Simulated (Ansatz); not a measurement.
# The gap of Ta2O5 (Pmmn): a ladder of methods and an error budget

The study climbs from cheap functionals to G0W0 on Ta2O5 (Pmmn) and then asks what each convergence step is worth.

Program: Ansatz 0.2.0. Level of theory: density functionals, hybrids, G0W0, plane waves, PAW. Results are calculated unless marked as measured.

## (1) Set-up

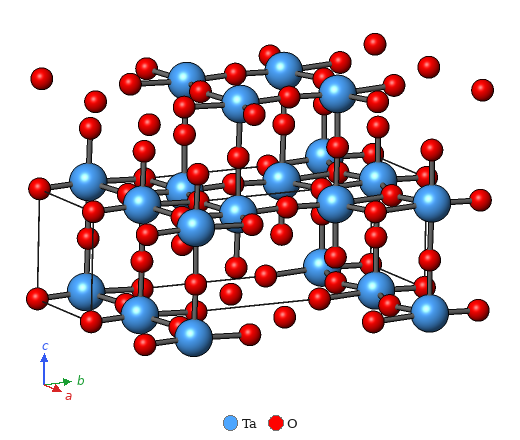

Start, viewed slightly off an axis; tantalum blue, oxygen red. 2×1×2 cells are drawn. Bonds to atoms that aren't drawn are left out. Some periodic images of atoms are drawn too.

The cell and positions are those that the Materials Project relaxed with its own functionals (PBE, PBE+U or r2SCAN), kept fixed. Spin-orbit coupling is left out unless a step names it. The default PAW set here is soft_2. Its files were made with PBE.

## (2) LDA bands

Levels along a band path, at the cheap level, show where the edges lie and whether the meshes to come will hold them.

This step: DFT, LDA, plane waves, PAW.

input.yaml reads:

```yaml
crystal:
  lattice:
    - [3.84085413, 0.0, 0.0]
    - [0.0, 13.0373230544, 0.0]
    - [0.0, 0.0, 3.8741645114]
  atoms:
    - { symbol: Ta, position: [0.0, 0.14579693, 0.02271197] }
    - { symbol: Ta, position: [0.5, 0.35420307, 0.97728803] }
    - { symbol: Ta, position: [0.5, 0.64579693, 0.97728803] }
    - { symbol: Ta, position: [0.0, 0.85420307, 0.02271197] }
    - { symbol: O, position: [0.5, 0.18522554, 0.00205837] }
    - { symbol: O, position: [0.0, 0.31477446, 0.99794163] }
    - { symbol: O, position: [0.0, 0.68522554, 0.99794163] }
    - { symbol: O, position: [0.5, 0.81477446, 0.00205837] }
    - { symbol: O, position: [0.0, 0.85107074, 0.50764741] }
    - { symbol: O, position: [0.5, 0.64892926, 0.49235259] }
    - { symbol: O, position: [0.5, 0.35107074, 0.49235259] }
    - { symbol: O, position: [0.5, 0.5, 0.99500122] }
    - { symbol: O, position: [0.0, 0.0, 0.00499878] }
    - { symbol: O, position: [0.0, 0.14892926, 0.50764741] }
kpoints:
  mp_grid: { grid: [6, 2, 6] }
  band_path:
    path:
      - [[0.0, 0.0, 0.0], [0.5, 0.0, 0.0], [0.5, 0.5, 0.0], [0.0, 0.5, 0.0], [0.0, 0.0, 0.0], [0.0, 0.0, 0.5], [0.5, 0.0, 0.5], [0.5, 0.5, 0.5], [0.0, 0.5, 0.5], [0.0, 0.0, 0.5]]
      - [[0.5, 0.0, 0.0], [0.5, 0.0, 0.5]]
      - [[0.0, 0.5, 0.0], [0.0, 0.5, 0.5]]
      - [[0.5, 0.5, 0.0], [0.5, 0.5, 0.5]]
    npoints: 10
hamiltonian:
  xc: lda
scf:
  occupations: { method: fermi_dirac, width: 0.02 }
  n_extra_bands: 8
output:
  eigenvalues: true
  write_density: true
  write_potential: true
  elf: true
  volumetric_format: npy
```

The run is started by

```
> ansatz run input.yaml --threads 4 --pin off --max-ram 138240MiB --backend cuda --events-out ev --progress --plain --runs-dir out --devices 1 --max-vram 26GiB
```

Numbers of over 12 decimals in the logs are rounded to 6 here.

What it wrote:

```text
scf.n_extra_bands = 8 over 56 filled bands (N_el = 112.0): the run solves 64 bands
GPUs: using 1 of 1 available (devices: 1).
Engine: ansatz 0.2.0, x86_64-unknown-linux-gnu
Pseudopotentials: kind: paw
Pseudopotential: Ta, paw, valence charge 13, recommended cutoff 420 eV (normal), Ta.paw.azcp
Pseudopotential: O, paw, valence charge 6, recommended cutoff 420 eV (normal), O.paw.azcp
Functional definition: SPW92
  exchange = slater_x
  correlation = pw_c
device memory: the entry about to start is reckoned to put 4.1 GiB on a device that reports 54.4 GiB free (of which the cap on the GPU budget leaves the run 26.0 GiB)
GPU FFT provider: cuFFT
GPU libraries: cuBLAS 13.8.2, cuFFT 12.4.0, cuSOLVER 12.3.4
Crystal: 14 atoms, lattice volume = 193.997 Å³
Basis set: ecut = 420 eV, 3823 PW (Γ)
Bands: 64, of which v1, the nominal top of the filled ones, is band 56 counted from 1 (55 counted from 0)
Symmetry: 8 space group operations
Space group: Pmmn (ITA 59), of the structure as read, at distance tolerance 5.8e-5 Å
k-points: 32 of 72
Non-local potential: Ta, projectors of the file, l = 0: 3, l = 1: 2, l = 2: 2, l = 3: 1
Non-local potential: O, projectors of the file, l = 0: 2, l = 1: 2, l = 2: 1
PAW form: soft (Blöchl's): semilocal exchange-correlation on the pseudo side does not see the compensation charge
PAW frozen core: Ta, regenerated for the run's functional, and the local potential with it (the file was generated under x = pbe(κ = 0.804, μ = 0.219515), c = pbe(β = 0.066725))
PAW frozen core: O, regenerated for the run's functional, and the local potential with it (the file was generated under x = pbe(κ = 0.804, μ = 0.219515), c = pbe(β = 0.066725))
PAW one-centre angular grid: Ta, 590 points (default); XC on 64 Gauss nodes
PAW one-centre angular grid: O, 110 points (default); XC on 64 Gauss nodes
Initial density: superposition of atomic densities (neutral atoms: chi_scale 0, normalization atom), corrected by the library's trained network
Initial wavefunctions: pseudopotential atomic-orbital guess
GPU buffer pool allocated for 65610 grid points (all kernels)
GPU transforms: local potential and band sums: pruned to the plane-wave sphere, on 25×90×25
Functional: x = slater, c = lda
SCF iter   1: F=—  HF=-44298.001565 eV  |F-HF|=—  |Δ(HF+E_count)|=         —  Δρ=2.05e-2  dr2=7.80e-1  ethr=1.77e-3  ⟨swp⟩=5.9  Hψ=8201  notcnv=0
preconditioner: auto → Resta (q_TF=auto, 2.490 Å⁻¹)  ε∞=6.3  [insulator: Δε(μ)=1.891 eV  Ē_g=10.374 eV  σ=0.020 eV  W_gap=1.00  n_scr=50 (ndim 8)  ℏωp=23.8 eV  f_vac=0.158  D(μ)=0.00/eV (n_scr^D=0)  ε∞_Penn≈6.3]
SCF iter   2: F=—  HF=-44297.836381 eV  |F-HF|=—  |Δ(HF+E_count)|=   1.65e-1  Δρ=6.80e-3  dr2=4.75e-2  ethr=6.97e-4  ⟨swp⟩=2.1  Hψ=3700  notcnv=0  defer=64
SCF iter   3: F=—  HF=-44297.825737 eV  |F-HF|=—  |Δ(HF+E_count)|=   1.06e-2  Δρ=2.39e-3  dr2=6.44e-3  ethr=4.24e-5  ⟨swp⟩=2.1  Hψ=3289  notcnv=0  defer=64
SCF iter   4: F=—  HF=-44297.824671 eV  |F-HF|=—  |Δ(HF+E_count)|=   1.07e-3  Δρ=1.15e-3  dr2=2.32e-3  ethr=5.75e-6  ⟨swp⟩=2.0  Hψ=3044  notcnv=0  defer=64
SCF iter   5: F=—  HF=-44297.823651 eV  |F-HF|=—  |Δ(HF+E_count)|=   1.02e-3  Δρ=2.12e-4  dr2=1.52e-4  ethr=2.07e-6  ⟨swp⟩=2.0  Hψ=3142  notcnv=0  defer=64
SCF iter   6: F=—  HF=-44297.823687 eV  |F-HF|=—  |Δ(HF+E_count)|=   3.56e-5  Δρ=1.15e-4  dr2=3.51e-5  ethr=1.35e-7  ⟨swp⟩=2.0  Hψ=2953  notcnv=0  defer=64
SCF iter   7: F=—  HF=-44297.823980 eV  |F-HF|=—  |Δ(HF+E_count)|=   2.93e-4  Δρ=6.79e-5  dr2=1.03e-5  ethr=3.13e-8  ⟨swp⟩=2.0  Hψ=3215  notcnv=0  defer=64
SCF iter   8: F=—  HF=-44297.823981 eV  |F-HF|=—  |Δ(HF+E_count)|=   9.83e-7  Δρ=2.52e-5  dr2=1.24e-6  ethr=9.20e-9  ⟨swp⟩=2.0  Hψ=3147  notcnv=0  defer=64
SCF iter   9: F=—  HF=-44297.823982 eV  |F-HF|=—  |Δ(HF+E_count)|=   8.10e-7  Δρ=7.33e-6  dr2=1.45e-7  ethr=1.10e-9  ⟨swp⟩=2.0  Hψ=3059  notcnv=0  defer=64
SCF iter  10: F=-44297.823982 eV  HF=-44297.823982 eV  |F-HF|=1.41e-9  |Δ(HF+E_count)|=   8.67e-8  Δρ=1.24e-6  dr2=5.43e-9  ethr=8.93e-11  ⟨swp⟩=8.3  Hψ=4486  notcnv=0
SCF 1 converged in 10 iterations: F = -44297.823982 eV  dr2 = 5.43e-9
[...]
device memory: the entry about to start is reckoned to put 14.9 GiB on a device that reports 54.2 GiB free (of which the cap on the GPU budget leaves the run 26.0 GiB)
NSCF: frozen V_eff on 124 k-points, pencils in batches of 32, up to order 284
SCF converged after 10 iterations
Free energy (F): -44297.823982 eV
Harris-Foulkes:  -44297.823982 eV  (|F-HF|=1.41e-9)
Internal energy: -44297.823982 eV  (E = F + TS)
E sigma→0 (E₀):  -44297.823982 eV
Fermi energy:    7.772430 eV
--- Per-component energies (eV) ---
  E_band       = -1132.614076
  E_kinetic    = 3187.276032
  E_local      = -8866.265549  (includes V_loc(G=0)·N_el)
  E_nonlocal   = 579.806709
  E_hartree    = 3272.020079
  E_xc         = -1581.997479
  E_vxc        = -1735.058229  (∫ρ·V_xc dr)
  E_paw        = -34068.881843  (= ΣΔE_a)
  E_vpaw       = -842.439124  (= ΣTr[D̂ρ^β])
  E_aug_tail   = 0.025437  (compensation charges beyond the density's cutoff)
  E_ewald      = -6821.812195
  E_core_change = 2.004826  (= ΣΔE_core)
  E_smearing   = -0.000000  (= −TS)
  E_closure    = -0.000000  (closes the sum)
  Σ components = -44297.823982   (vs F -44297.823982, Δ=0.00e0)
--- Band table (eV; the first three rows and the last of 32) ---
  k-point 0: bands = [... 52 lower, 5.8289, 5.9082, 5.9847, 6.0575, 8.8778, 8.9047, 9.3025, 9.3332, ... 4 higher]
  k-point 1: bands = [... 52 lower, 5.5065, 5.5911, 5.6985, 6.0023, 9.7239, 9.8113, 10.0471, 10.0555, ... 4 higher]
  k-point 2: bands = [... 52 lower, 5.1371, 5.4322, 6.2244, 6.2981, 10.6414, 10.7880, 11.3242, 11.3795, ... 4 higher]
  k-point 31: bands = [... 52 lower, 6.5488, 6.5488, 6.6589, 6.6589, 9.8280, 9.8280, 11.6079, 11.6079, ... 4 higher]
```

The job ended after 8.3 s (1 × NVIDIA H100 80GB HBM3 (shared by 3 runs) with 4 threads of AMD EPYC 7R13 (Zen 3), shared host; peak memory 1.1 GiB).

Reading the cycles: dr2 is the Hartree energy of the density residual (eV), the measure of convergence; HF is the Harris–Foulkes estimate of the energy, which meets the free energy F at convergence.

This step gave:

- filled bands: 56
- gap: 2.219 eV
- valence top at: R
- conduction bottom at: Γ
- least direct gap: 2.820 eV

The gap is indirect, with the least direct gap 0.60 eV higher.

The electronic bands at the labelled points (eV, zero at the top of the highest nominally filled band):

```csv
point,band 53,band 54,band 55,band 56,band 57,band 58,band 59,band 60
Γ,-0.83,-0.75,-0.67,-0.60,2.22,2.25,2.64,2.67
X,-0.96,-0.96,-0.78,-0.78,2.54,2.54,3.23,3.23
S,-0.95,-0.95,-0.78,-0.78,2.55,2.55,3.09,3.09
Y,-0.73,-0.73,-0.68,-0.68,2.23,2.23,2.66,2.66
Γ,-0.83,-0.75,-0.67,-0.60,2.22,2.25,2.64,2.67
Z,-1.63,-1.31,-0.30,-0.29,4.06,4.23,5.39,5.46
U,-0.09,-0.09,-0.01,-0.01,3.28,3.28,4.87,4.87
R,-0.11,-0.11,0.00,0.00,3.17,3.17,4.95,4.95
T,-1.52,-1.52,-0.29,-0.29,4.15,4.15,5.42,5.42
Z,-1.63,-1.31,-0.30,-0.29,4.06,4.23,5.39,5.46
jump to X,-0.96,-0.96,-0.78,-0.78,2.54,2.54,3.23,3.23
U,-0.09,-0.09,-0.01,-0.01,3.28,3.28,4.87,4.87
jump to Y,-0.73,-0.73,-0.68,-0.68,2.23,2.23,2.66,2.66
T,-1.52,-1.52,-0.29,-0.29,4.15,4.15,5.42,5.42
jump to S,-0.95,-0.95,-0.78,-0.78,2.55,2.55,3.09,3.09
R,-0.11,-0.11,0.00,0.00,3.17,3.17,4.95,4.95
```

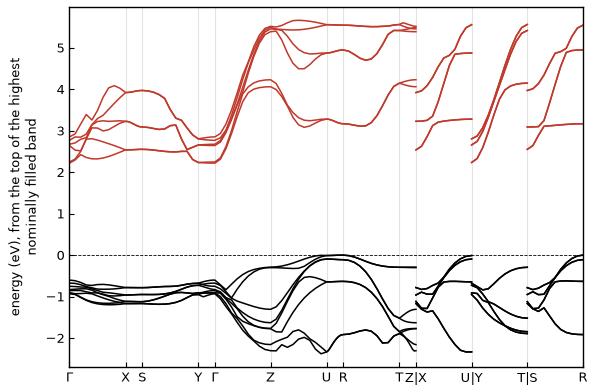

Electronic bands along the path; lines of filled and empty bands in two colours.

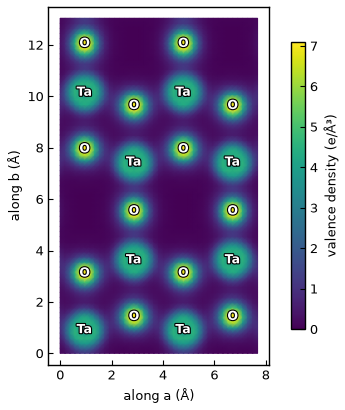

Valence density in the ab plane at fractional z = 0.002, with atoms of Ta and O within 0.2 Å of it. It is the smooth field of the valence electrons, not physical close to the nuclei. The map starts off the cell's origin, so that atoms lie inside it.

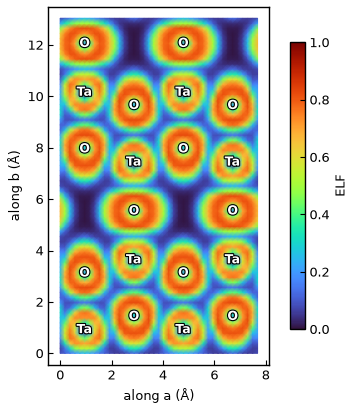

ELF in the ab plane at fractional z = 0.002, with atoms of Ta and O within 0.2 Å of it. It is the smooth field of the valence electrons, not physical close to the nuclei. The map starts off the cell's origin, so that atoms lie inside it.

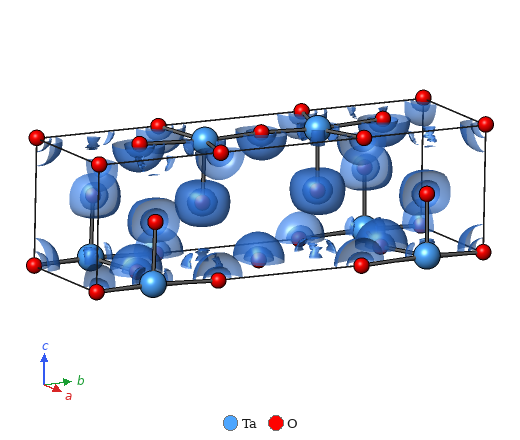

Surface of ELF = 0.76. Bonds to atoms that aren't drawn are left out.

## (3) LDA+SOC

The many-body steps leave out spin-orbit coupling, so its effect is taken from a two-component run, with twice the bands.

This step: DFT, LDA with spin-orbit coupling, plane waves, PAW.

input.yaml, the sections that differ from step 2:

```yaml
kpoints:
  mp_grid: { grid: [6, 2, 6] }
  band_path:
    path:
      - [0.0, 0.0, 0.0]
      - [0.5, 0.0, 0.0]
      - [0.5, 0.5, 0.0]
      - [0.0, 0.5, 0.0]
      - [0.0, 0.0, 0.5]
      - [0.5, 0.0, 0.5]
      - [0.5, 0.5, 0.5]
      - [0.0, 0.5, 0.5]
    npoints: 1
scf:
  occupations: { method: fixed }
  n_extra_bands: 16
magnetization:
  noncollinear: true
  spin_orbit: true
output:
  eigenvalues: true
# crystal, hamiltonian: as in step 2
```

What it wrote:

```text
[...]
GPUs: using 1 of 1 available (devices: 1).
[...]
non-collinear run that drives no moment, with spin-orbit: no starting moment large enough to seed its density (crystal.atoms[].spin), no starting occupations that ask for one, no magnetisation constraint and no magnetic field, so the semilocal B_xc is pinned to zero
[...]
GPU FFT provider: cuFFT
[...]
k-point 0: bands = [... 108 lower, 5.9773, 5.9773, 6.0754, 6.0754, 8.8592, 8.8592, 8.8796, 8.8796, ... 12 higher]
  k-point 1: bands = [... 108 lower, 5.6956, 5.6956, 6.0012, 6.0012, 9.6961, 9.6961, 9.7546, 9.7546, ... 12 higher]
  k-point 2: bands = [... 108 lower, 6.2213, 6.2213, 6.2963, 6.2963, 10.5802, 10.5802, 10.7347, 10.7347, ... 12 higher]
  k-point 31: bands = [... 108 lower, 6.6548, 6.6548, 6.6548, 6.6548, 9.8171, 9.8171, 9.8171, 9.8171, ... 12 higher]
[key lines of the parts left out:]
SCF converged after 11 iterations
Magnetization: |M| = 0.0000 μB,  M = (+0.0000, +0.0000, +0.0000) μB
Free energy (F): -44384.419242 eV
Fermi energy:    6.654818 eV
```

Run time: 15 s. Hardware: 1 × NVIDIA H100 80GB HBM3 (shared by 3 runs) with 4 threads; peak memory 1.1 GiB.

This step gave:

```yaml
gap: 2.204 eV
valence_top_at: R
conduction_bottom_at: Γ
least_direct_gap: 2.784 eV
```

The gap stands −0.01 eV against LDA.

## (4) HSE06

The screened hybrid is the usual rung above semilocal functionals: a quarter of exact exchange, cut off beyond a few ångström.

This step: DFT, HSE06, plane waves, PAW.

input.yaml, as its differences from that of step 3:

```diff
@@ -21,3 +21,3 @@
 kpoints:
-  mp_grid: { grid: [6, 2, 6] }
+  mp_grid: { grid: [4, 2, 4] }
   band_path:
@@ -34,10 +34,11 @@
 hamiltonian:
-  xc: lda
+  xc: hse06
 scf:
   occupations: { method: fixed }
-  n_extra_bands: 16
-magnetization:
-  noncollinear: true
-  spin_orbit: true
+  n_extra_bands: 8
 output:
   eigenvalues: true
+  write_density: true
+  write_potential: true
+  elf: true
+  volumetric_format: npy
```

What it wrote:

```text
[...]
GPUs: using 1 of 1 available (devices: 1).
[...]
davidson cushion auto → on  (no smearing: the cushion is to keep the highest requested band from converging to the state above it; pin scf.eigensolver.cushion to override)
[...]
GPU FFT provider: cuFFT
GPU libraries: cuBLAS 13.8.2, cuFFT 12.4.0, cuSOLVER 12.3.4
Crystal: 14 atoms, lattice volume = 193.997 Å³
Basis set: ecut = 420 eV, 3823 PW (Γ)
[...]
Fermi energy:    5.965284 eV
[...]
--- Band table (eV; the first three rows and the last of 18) ---
  k-point 0: bands = [... 52 lower, 5.1808, 5.1879, 5.2930, 5.3459, 9.7354, 9.7532, 10.1916, 10.2175, ... 4 higher]
  k-point 1: bands = [... 52 lower, 4.5205, 4.7589, 5.3098, 5.5005, 11.2998, 11.5064, 11.5158, 11.6419, ... 4 higher]
  k-point 2: bands = [... 52 lower, 4.2023, 4.5902, 5.6702, 5.6704, 11.7589, 11.8996, 13.1216, 13.1959, ... 4 higher]
  k-point 17: bands = [... 52 lower, 5.8459, 5.8459, 5.9653, 5.9653, 10.7854, 10.7854, 12.6998, 12.6998, ... 4 higher]
[key lines of the parts left out:]
Free energy (F): -45418.751386 eV
```

Run time: 46 s. Hardware: 1 × NVIDIA H100 80GB HBM3 (shared by 3 runs) with 4 threads; peak memory 1.6 GiB.

Numbers from this step:

| Property | Result |
| --- | --- |
| gap | 3.770 eV |
| valence top at | R |
| conduction bottom at | Γ |
| least direct gap | 4.389 eV |

The gap stands +1.55 eV against LDA.

## (5) HSE06+SOC

This step: DFT, HSE06 with spin-orbit coupling, plane waves, PAW.

input.yaml, as its differences from that of step 4:

```diff
@@ -37,8 +37,7 @@
   occupations: { method: fixed }
-  n_extra_bands: 8
+  n_extra_bands: 16
+magnetization:
+  noncollinear: true
+  spin_orbit: true
 output:
   eigenvalues: true
-  write_density: true
-  write_potential: true
-  elf: true
-  volumetric_format: npy
```

What it wrote:

```text
[...]
GPUs: using 1 of 1 available (devices: 1).
[...]
GPU FFT provider: cuFFT
GPU libraries: cuBLAS 13.8.2, cuFFT 12.4.0, cuSOLVER 12.3.4
Crystal: 14 atoms, lattice volume = 193.997 Å³
Basis set: ecut = 420 eV, 3823 PW (Γ)
Bands: 128, of which v1, the nominal top of the filled ones, is band 112 counted from 1 (111 counted from 0)
Symmetry: 8 space group operations + 8 with time reversal
[...]
--- Band table (eV; the first three rows and the last of 18) ---
  k-point 0: bands = [... 108 lower, 5.2819, 5.2819, 5.3699, 5.3699, 9.7173, 9.7173, 9.7347, 9.7347, ... 12 higher]
  k-point 1: bands = [... 108 lower, 5.3065, 5.3065, 5.4982, 5.4982, 11.2551, 11.2551, 11.4135, 11.4135, ... 12 higher]
  k-point 2: bands = [... 108 lower, 5.6677, 5.6677, 5.6683, 5.6683, 11.7157, 11.7157, 11.8614, 11.8614, ... 12 higher]
  k-point 17: bands = [... 108 lower, 5.9613, 5.9613, 5.9613, 5.9613, 10.7795, 10.7795, 10.7795, 10.7795, ... 12 higher]
[key lines of the parts left out:]
Magnetization: |M| = 0.0000 μB,  M = (+0.0000, +0.0000, +0.0000) μB
Free energy (F): -45438.694228 eV
Fermi energy:    5.961253 eV
```

Wall time 1.8 min (1 × NVIDIA H100 80GB HBM3 (shared by 3 runs) with 4 threads); peak memory 3.1 GiB; 4.3 min of CPU time.

Numbers from this step:

```
gap                  : 3.756 eV
valence top at       : R
conduction bottom at : Γ
least direct gap     : 4.347 eV
```

The gap stands −0.01 eV against HSE06.

## (6) G0W0, 4×2×4 mesh, 440 empty bands, screening to 100 eV, hard PAW files

G0W0 replaces the xc potential by the self-energy, built once from these orbitals. Only a window of levels is corrected, while the sums run over the empty bands that the input names. This step takes hard PAW files.

This step: G0W0 on LDA, plane waves, PAW.

input.yaml, as its differences from that of step 5:

```diff
@@ -22,22 +22,12 @@
   mp_grid: { grid: [4, 2, 4] }
-  band_path:
-    path:
-      - [0.0, 0.0, 0.0]
-      - [0.5, 0.0, 0.0]
-      - [0.5, 0.5, 0.0]
-      - [0.0, 0.5, 0.0]
-      - [0.0, 0.0, 0.5]
-      - [0.5, 0.0, 0.5]
-      - [0.5, 0.5, 0.5]
-      - [0.0, 0.5, 0.5]
-    npoints: 1
 hamiltonian:
-  xc: hse06
+  xc: lda
+  pseudopotentials: { kind: paw, source: ansatz }
 scf:
   occupations: { method: fixed }
-  n_extra_bands: 16
-magnetization:
-  noncollinear: true
-  spin_orbit: true
-output:
-  eigenvalues: true
+gw:
+  n_empty_bands: 440
+  ecut_chi: 100.0
+  qp_bands: [v4, c4]
+  qp_kpoints: band_edges
+  screening: { model: contour_deformation }
```

What it wrote:

```text
GPUs: using 1 of 1 available (devices: 1).
[...]
GPU FFT provider: cuFFT
GPU libraries: cuBLAS 13.8.2, cuFFT 12.4.0, cuSOLVER 12.3.4
Crystal: 14 atoms, lattice volume = 193.997 Å³
Basis set: ecut = 930 eV, 12573 PW (Γ)
Bands: 101, of which v1, the nominal top of the filled ones, is band 84 counted from 1 (83 counted from 0)
Symmetry: 8 space group operations
[...]
k-points: 18 of 32
[...]
0    88     10.8508   -13.4105    -4.6699   -19.3127  0.7896    12.1055    12.0831  root
[...]
17    85     11.3464   -13.6124    -4.8897   -19.8079  0.7822    12.6810    12.6522  root
    17    86     11.3464   -13.6124    -4.8897   -19.8079  0.7822    12.6810    12.6522  root
    17    87     13.1311   -14.9873    -5.3383   -21.7322  0.7487    14.5834    14.5378  root
    17    88     13.1311   -14.9873    -5.3383   -21.7322  0.7487    14.5834    14.5378  root
[key lines of the parts left out:]
SCF converged after 12 iterations
Free energy (F): -71690.599235 eV
Fermi energy:    8.181154 eV
```

It took 68 s on 1 × NVIDIA H100 80GB HBM3 (shared by 3 runs) with 4 threads; peak memory 4 GiB; 2.1 min of CPU time.

This step gave:

```
bands summed                                 : 524
RPA ε∞ on this mesh (eigenvalues)            : 4.670, 4.919, 7.144
plane waves in the screening matrix          : 433
G0W0 gap on the mesh                         : 3.614 eV
k of the valence top                         : -0.5, -0.5, -0.5
k of the conduction bottom                   : 0, 0, 0
starting gap on the mesh                     : 2.213 eV
least direct G0W0 gap on the computed points : 4.259 eV
```

The gap on the mesh goes from 2.21 eV to 3.61 eV, a correction of +1.40 eV. Between the two edge states, bare exchange in place of the xc potential would open the gap by 10.71 eV, and correlation takes back 9.31 eV.

(Part 1 of 2 ends here.)

[Paths, hosts, dates, memory and timing lines, banners, echoed tables and standing remarks are left out of the program output.]

[Logs are printed without paths, hosts, clocks, repeated set-up lines and the standing remarks that a program may print on its own settings, such as how far it seeks lower states.]

[Runs of the session that timed out or met a known fault of the program may be left out.]

[Cells called generated may have been cut or substituted from an entry of the Crystallography Open Database or the Materials Project.]

[Hosts, paths, dates, database ids (printed as entryN), source tags and the programs' standing remarks are cut or masked in the printed files.]
